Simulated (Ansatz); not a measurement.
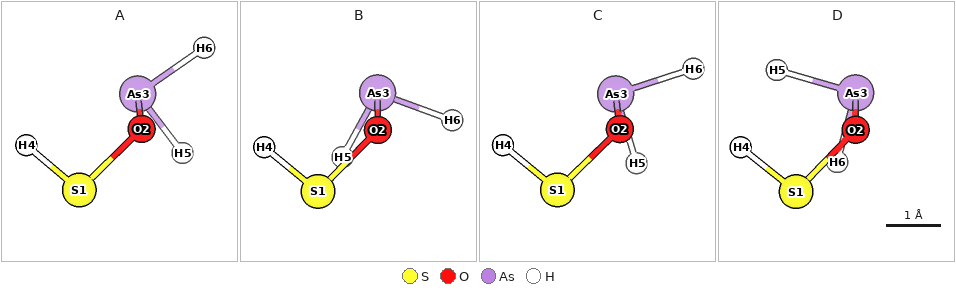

4 geometries from a converged minimum-energy path of AsH₃SO, shuffled. A ball-and-stick model, seen from a free direction.

Level of theory: Ansatz 0.2.0, RKS PBE0-D4/def2-SVP. Settings: 7 movable images; climbing image; force threshold 0.05 eV/Å; iteration limit 40; starting path through a guess of the saddle point.

**Which frame is the top of the path?**

B. In order along the path, whose images run from 0 to 8: A (image 0, 0.00 kcal/mol), C (image 1, +0.26 kcal/mol), B (image 3, +1.33 kcal/mol), D (image 8, −0.99 kcal/mol). The motion is a rotation about the O2–As3 bond by about 140°. No bond forms or breaks between the ends. Bond angles that change up to the highest image, for instance: S1–O2–As3 114.7° → 120.2°, O2–As3–H6 92.5° → 95.1°.
